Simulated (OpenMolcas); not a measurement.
Multiconfigurational calculation: Co²⁺ complex (part 2 of 2)

The same run, continued: Co²⁺ with 6 ligands (Br; octahedron, 2.662 Å), embedded in CsCaBr3 by model potentials and point charges, whose field is part of the energies. Method: state-averaged CASSCF, active space 7 electrons in the shell 3d, basis ANO-RCC-VDZP on the metal and ANO-RCC-VDZP on the ligands, DKH2 scalar Hamiltonian, spin-orbit coupling by RASSI with atomic mean-field integrals (OpenMolcas).

**Output (extracts), continued**
```
--- RASSI ---
SPIN-FREE ENERGIES:
  (Shifted by EMIN (a.u.) =     -17019.5167873659)

 SF State       Relative EMIN(au)   Rel lowest level(eV)    D:o, cm**(-1)

     1             0.0000000000        0.0000000000              0.0000
     2             0.0000000000        0.0000000000              0.0000
     3             0.0000000000        0.0000000000              0.0000
     4             0.0129013473        0.3510635445           2831.5184
     5             0.0129013473        0.3510635445           2831.5184
     6             0.0129013473        0.3510635445           2831.5184
     7             0.0285687804        0.7773961186           6270.1226
    11             0.0794055263        2.1607344450          17427.4986
    12             0.0794055263        2.1607344450          17427.4986
    13             0.0866280527        2.3572694026          19012.6599
    14             0.0866280527        2.3572694026          19012.6599
    15             0.0866280527        2.3572694026          19012.6599
    16             0.0884956858        2.4080902866          19422.5580
    17             0.0884956858        2.4080902866          19422.5580
    18             0.0884956858        2.4080902866          19422.5580
    10             0.0920893622        2.5058792050          20211.2788
     8             0.0920893622        2.5058792050          20211.2788
     9             0.0920893622        2.5058792050          20211.2788
    19             0.0955550991        2.6001867093          20971.9201
    20             0.1116030071        3.0368725335          24494.0289
    21             0.1116030071        3.0368725335          24494.0289
    22             0.1116030071        3.0368725335          24494.0289
    23             0.1169290474        3.1818014711          25662.9596
    24             0.1169290474        3.1818014711          25662.9596
    25             0.1169290474        3.1818014711          25662.9596
    26             0.1178121951        3.2058331443          25856.7881
    27             0.1178121951        3.2058331443          25856.7881
    28             0.1178121951        3.2058331443          25856.7881
    29             0.1231445929        3.3509350803          27027.1141
    30             0.1231445929        3.3509350803          27027.1141
    31             0.1309742498        3.5639909007          28745.5252
    32             0.1309742498        3.5639909007          28745.5252
    33             0.1309742498        3.5639909007          28745.5252
    34             0.1321272071        3.5953644647          28998.5701
    35             0.1321272071        3.5953644647          28998.5701
    36             0.1343251774        3.6551742835          29480.9688
    37             0.1343251774        3.6551742835          29480.9688
    38             0.1343251774        3.6551742835          29480.9688
    39             0.1989667280        5.4141604870          43668.1493
    40             0.1989667280        5.4141604870          43668.1493
Eigenvalues of complex Hamiltonian:
   -----------------------------------
  (Shifted by EMIN (a.u.) =     -17019.5167873659)

 SO State       Relative EMIN(au)   Rel lowest level(eV)    D:o, cm**(-1)

     1            -0.0032328480        0.0000000000              0.0000
     2            -0.0032328480        0.0000000000              0.0000
     3            -0.0017285540        0.0409339261            330.1544
     4            -0.0017285540        0.0409339261            330.1544
     5            -0.0017285540        0.0409339259            330.1544
     6            -0.0017285540        0.0409339259            330.1544
     7             0.0008117792        0.1100599121            887.6931
     8             0.0008117792        0.1100599124            887.6931
     9             0.0008117792        0.1100599121            887.6931
    10             0.0008117792        0.1100599124            887.6931
    11             0.0015865634        0.1311428644           1057.7385
    12             0.0015865634        0.1311428644           1057.7385
    13             0.0123325755        0.4235567514           3416.2156
    14             0.0123325755        0.4235567514           3416.2156
    15             0.0127369103        0.4345592610           3504.9568
    16             0.0127369103        0.4345592610           3504.9568
    17             0.0127369103        0.4345592611           3504.9568
    18             0.0127369103        0.4345592611           3504.9568
    19             0.0132149851        0.4475683397           3609.8821
    20             0.0132149851        0.4475683395           3609.8821
    21             0.0132149851        0.4475683397           3609.8821
    22             0.0132149851        0.4475683395           3609.8821
    23             0.0139894837        0.4686435199           3779.8649
    24             0.0139894837        0.4686435199           3779.8649
    25             0.0290084161        0.8773294892           7076.1395
    26             0.0290084161        0.8773294892           7076.1395
    27             0.0290084161        0.8773294892           7076.1395
    28             0.0290084161        0.8773294892           7076.1395
    29             0.0788190108        2.2327448228          18008.3015
    30             0.0788190108        2.2327448228          18008.3015
    31             0.0788190108        2.2327448226          18008.3015
    32             0.0788190108        2.2327448226          18008.3015
    33             0.0853669151        2.4109223738          19445.4003
    34             0.0853669151        2.4109223738          19445.4003
    35             0.0853669151        2.4109223734          19445.4003
    36             0.0853669151        2.4109223734          19445.4003
    37             0.0882723972        2.4899845708          20083.0800
    38             0.0882723972        2.4899845708          20083.0800
    39             0.0885308638        2.4970178060          20139.8068
    40             0.0885308638        2.4970178060          20139.8068
    41             0.0885308639        2.4970178067          20139.8068
Weights of the five most important spin-orbit-free states for each spin-orbit state.

 SO State  Total energy (au)           Spin-free states, spin, and weights
 -------------------------------------------------------------------------------------------------------
    1        -0.003233       1 1.5  0.3303    2 1.5  0.3303    3 1.5  0.3303    6 1.5  0.0025    5 1.5  0.0025
    2        -0.003233       1 1.5  0.3303    2 1.5  0.3303    3 1.5  0.3303    6 1.5  0.0025    5 1.5  0.0025
    3        -0.001729       3 1.5  0.4418    2 1.5  0.4213    1 1.5  0.1044    5 1.5  0.0116    4 1.5  0.0115
    4        -0.001729       3 1.5  0.4408    2 1.5  0.4240    1 1.5  0.1028    5 1.5  0.0116    4 1.5  0.0115
    5        -0.001729       1 1.5  0.5411    2 1.5  0.2251    3 1.5  0.2015    6 1.5  0.0128    4 1.5  0.0092
    6        -0.001729       1 1.5  0.5418    2 1.5  0.2198    3 1.5  0.2060    6 1.5  0.0127    4 1.5  0.0092
    7         0.000812       2 1.5  0.4094    3 1.5  0.4066    1 1.5  0.1182    6 1.5  0.0342    5 1.5  0.0155
    8         0.000812       1 1.5  0.5046    3 1.5  0.2162    2 1.5  0.2134    4 1.5  0.0285    5 1.5  0.0270
    9         0.000812       2 1.5  0.4093    3 1.5  0.4067    1 1.5  0.1181    6 1.5  0.0342    5 1.5  0.0155
   10         0.000812       1 1.5  0.5047    3 1.5  0.2161    2 1.5  0.2135    4 1.5  0.0285    5 1.5  0.0270
   11         0.001587       1 1.5  0.3295    2 1.5  0.3295    3 1.5  0.3295    6 1.5  0.0037    4 1.5  0.0037
   12         0.001587       1 1.5  0.3295    2 1.5  0.3295    3 1.5  0.3295    6 1.5  0.0037    4 1.5  0.0037
```

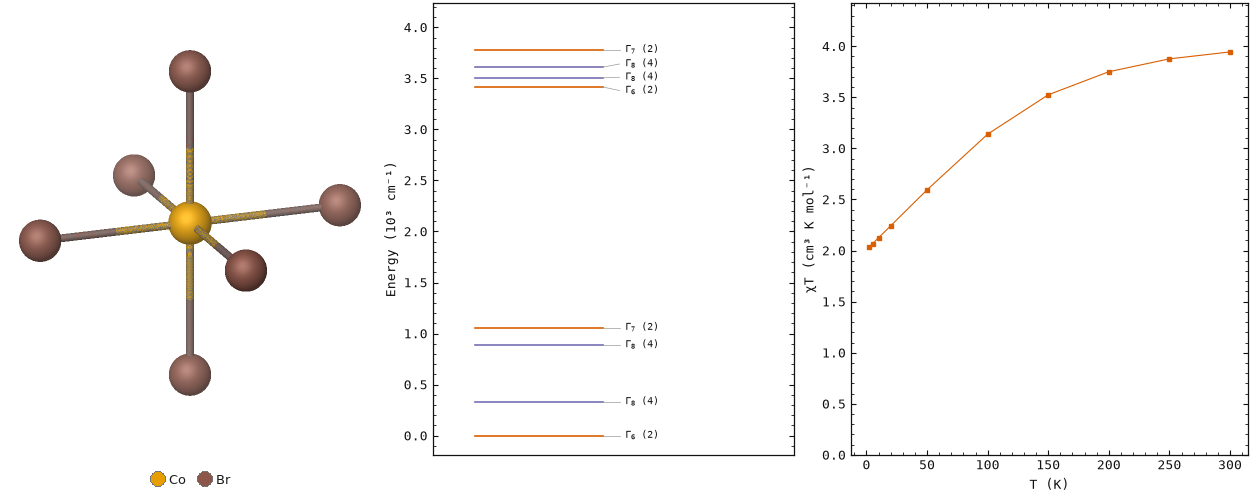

Figure 1. Co²⁺ (3d⁷) as a dopant in CsCaBr₃, a cluster with its 6 nearest Br⁻ at 2.662 Å (octahedron) embedded in model potentials and point charges; the geometry was set, not optimised, and its levels and susceptibility. Labels give the representation in O, Td, D4 or D3 as the site allows (double group for half-integer spin) where it could be assigned and, in brackets, the degeneracy; spin-free states, where drawn, share the zero of the spin-orbit levels. Powder susceptibility by Van Vleck's formula. The ground level is Γ₆, a Kramers doublet, 100 % from states of spin multiplicity 4. Its principal g values are 4.63, 4.63 and 4.63, isotropic. The next level lies at 330 cm⁻¹ (Γ₈). χT is 2.03 cm³ K mol⁻¹ at 2 K and 3.94 at 300 K, an effective moment of 5.62 μB. The active orbitals hold 95 to 99 % metal character (Löwdin), and the Mulliken charge of the metal is +0.90.

Outcome of the run: converged.
